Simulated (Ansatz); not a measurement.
# CH5Si (SMILES C[SiH2]) at U-r2SCAN0/aug-cc-pVDZ

Aim: the vertical doublet–quartet gap of CH5Si at U-r2SCAN0/aug-cc-pVDZ, from 2 runs. 

Program for the calculation: Ansatz 0.2.0.

50 further runs of the same task are left out: 50 set aside as unsound or not needed.

### Step 1. The system as given

CH5Si: 7 atoms, total charge 0, spin state doublet. SMILES: `C[SiH2]`. The coordinates come from a PBE0-D4/def2-TZVP relaxation.

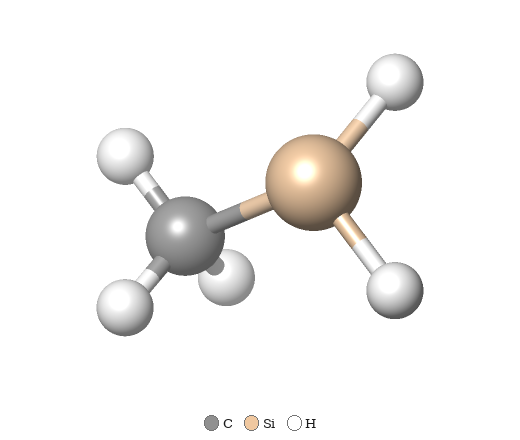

Viewed from a chosen angle; carbon grey, silicon light orange, hydrogen white.

### Step 2. The energy at U-r2SCAN0/aug-cc-pVDZ

File job.yaml:

```yaml
crystal:
  periodic: [false, false, false]
  atoms:
    - {symbol: C, position_ang: [-0.122600, -0.803200, 0.095200]}
    - {symbol: Si, position_ang: [0.176200, 1.034800, 0.314000]}
    - {symbol: H, position_ang: [-0.204800, -1.054900, -0.966600]}
    - {symbol: H, position_ang: [0.699200, -1.383300, 0.519500]}
    - {symbol: H, position_ang: [-1.047100, -1.107700, 0.589500]}
    - {symbol: H, position_ang: [-0.951500, 1.846400, -0.225700]}
    - {symbol: H, position_ang: [1.450600, 1.468000, -0.326000]}
basis:
  gaussian: {orbitals: aug-cc-pVDZ}
magnetization: {spin_polarized: true, initial_magnetization: 1}
hamiltonian: {xc: {name: r2SCAN0}}
accuracy: high
output: {orbitals: {seedname: orbitals}}
```

Command:

```console
$ ansatz run job.yaml --threads 1 --pin off --max-ram 3480MiB --events-out events.jsonl --progress --plain --runs-dir runs
```

The log of the run:

```text
Warning: RAYON_NUM_THREADS=1 ignored (pool sized by the plan → 1); use --threads N
Functional definition: r2SCAN0
  name "r2SCAN0"
  parameter a = 0.25
  parameter k0 = 0.174
  parameter k1 = 0.065
  parameter a1 = 4.9479
  exchange = (1 - a)*r2scan_x(k0 = k0, k1 = k1, a1 = a1) + a*exact_x
  correlation = r2scan_c
1901 factors; integrals over basis functions are off by at most 3.9e-9 eV
mean field evaluation 1: about -8987.9225 eV, gradient 3.3e1 eV
mean field evaluation 2: about -8986.7273 eV, gradient 3.4e1 eV
mean field evaluation 4: about -8993.1847 eV, gradient 3.1e-1 eV
mean field evaluation 8: about -8993.2224 eV, gradient 2.2e-2 eV
mean field evaluation 16: about -8993.2224 eV, gradient 6.7e-5 eV
mean field -8993.22241895 eV, -330.4948280714 hartree, gradient 6.2e-8 eV, S^2 0.753755; 0 other end points of the search recorded, 0 dependent functions left out
reference -8993.22242535 eV, -330.4948283066 hartree; 13, 12 occupied and 82, 83 virtual orbitals, 1901 factors
Total energy: -8993.22242535 eV, -330.4948283066 hartree
```

It took 18 s on 1 thread of Intel Xeon Platinum 8259CL at 2.50GHz (Skylake/Cascade Lake), shared host; peak memory 0.49 GiB.

### Step 3. The quartet

File run.yaml:

```yaml
crystal:
  periodic: [false, false, false]
  atoms:
    - symbol: C
      position_ang: [-0.122600, -0.803200, 0.095200]
    - symbol: Si
      position_ang: [0.176200, 1.034800, 0.314000]
    - symbol: H
      position_ang: [-0.204800, -1.054900, -0.966600]
    - symbol: H
      position_ang: [0.699200, -1.383300, 0.519500]
    - symbol: H
      position_ang: [-1.047100, -1.107700, 0.589500]
    - symbol: H
      position_ang: [-0.951500, 1.846400, -0.225700]
    - symbol: H
      position_ang: [1.450600, 1.468000, -0.326000]
basis:
  gaussian:
    orbitals: aug-cc-pVDZ
magnetization:
  spin_polarized: true
  initial_magnetization: 3
hamiltonian:
  xc: {name: r2SCAN0}
accuracy: high
output:
  orbitals: {seedname: orbitals}
```

Command:

```console
$ ansatz run run.yaml --threads 1 --pin off --max-ram 3480MiB --events-out events.jsonl --progress --plain --runs-dir runs
```

The log of the run, cut to the lines that bear on the results:

```text
Warning: RAYON_NUM_THREADS=1 ignored (pool sized by the plan → 1); use --threads N
[... 8 set-up lines as earlier in the session ...]
1901 factors; integrals over basis functions are off by at most 3.9e-9 eV
mean field evaluation 1: about -8977.0195 eV, gradient 3.8e1 eV
mean field evaluation 2: about -8961.2972 eV, gradient 5.6e1 eV
mean field evaluation 4: about -8984.8118 eV, gradient 5.0e0 eV
mean field evaluation 8: about -8985.1658 eV, gradient 2.8e-1 eV
mean field evaluation 16: about -8985.1873 eV, gradient 3.7e-2 eV
mean field evaluation 32: about -8985.1956 eV, gradient 3.9e-1 eV
mean field evaluation 64: about -8984.7201 eV, gradient 3.9e0 eV
mean field -8985.46351674 eV, -330.2096936741 hartree, gradient 6.7e-8 eV, S^2 3.757138; 6 other end points of the search recorded, 0 dependent functions left out
reference -8985.46353094 eV, -330.2096941960 hartree; 14, 11 occupied and 81, 84 virtual orbitals, 1901 factors
Total energy: -8985.46353094 eV, -330.2096941960 hartree
```

Run time: 40 s. Hardware: 1 thread of Intel Xeon Platinum 8259CL at 2.50GHz (Skylake/Cascade Lake), shared host; peak memory 0.49 GiB.

### Step 4. Summary of results

Level: U-r2SCAN0/aug-cc-pVDZ.

| quantity | value |
| --- | --- |
| doublet: total energy | -330.49483 Eh |
| doublet: HOMO energy (highest over α and β) | -6.15 eV |
| doublet: LUMO energy (lowest over α and β) | -1.85 eV |
| doublet: ⟨S²⟩ | 0.754 |
| quartet: total energy | -330.20969 Eh |
| quartet: HOMO energy (highest over α and β) | -2.48 eV |
| quartet: ⟨S²⟩ | 3.757 |
| vertical energy of the quartet above the doublet | 7.759 eV |

What this shows: At this shape the quartet lies 7.76 eV (749 kJ/mol) above the doublet.
